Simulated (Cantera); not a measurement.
A closed system holds: 1 mol Fe(CO)5, 1.4 mol H2, 0.18 mol O2, equilibrated at 9.75 Torr.

Method: chemical equilibrium by Gibbs-energy minimisation in Cantera with the NASA 1993 tables (ideal gas, pure condensed phases). Candidate condensed phases: C, C6H6, C7H8, C8H18, Fe, Fe(CO)5, FeO, Fe(OH)2, Fe(OH)3, Fe2O3, Fe3O4, H2O; 114 gas species. Condensed phases not in the tables: cementite and carbon dissolved in iron. The numbers say what is thermodynamically allowed, not how fast it happens.

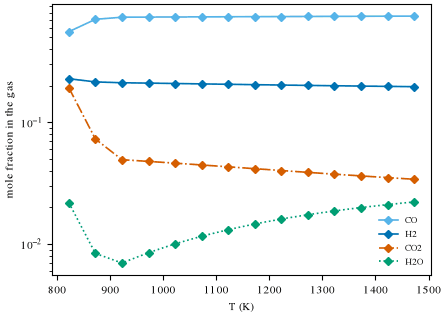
Figure. Equilibrium gas composition (values under 1e-9 drawn at 1e-9)

From 823 K to 873 K the condensed part is C(graphite) + Fe(α). From 923 K to 1173 K the condensed part is Fe(α). From 1223 K to 1473 K the condensed part is Fe(γ).
